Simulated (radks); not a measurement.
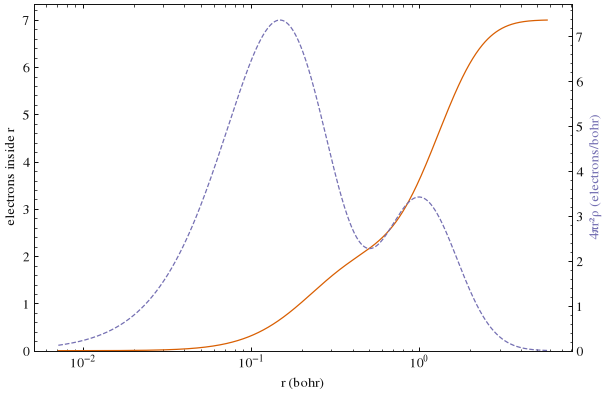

Atomic nitrogen (N); electrons: [He] 2s2 2p3 (2p1/2: 2, 2p3/2: 1). All numbers are computed, not measured: Dirac Kohn-Sham, PBEsol, spin-unpolarised, spherical densities, finite nucleus (the in-house radial solver radks).

The plot shows the number of electrons inside radius r (solid) and the radial density 4πr²ρ (dashed).

**Read the plot.**

The count levels off at 7 electrons. Half of them lie within 0.964 bohr, 90 % within 2.18 bohr and 99 % within 3.73 bohr. The radial density has a minimum at 0.504 bohr, where the count stands at 2.2; this parts the shells that the density resolves.
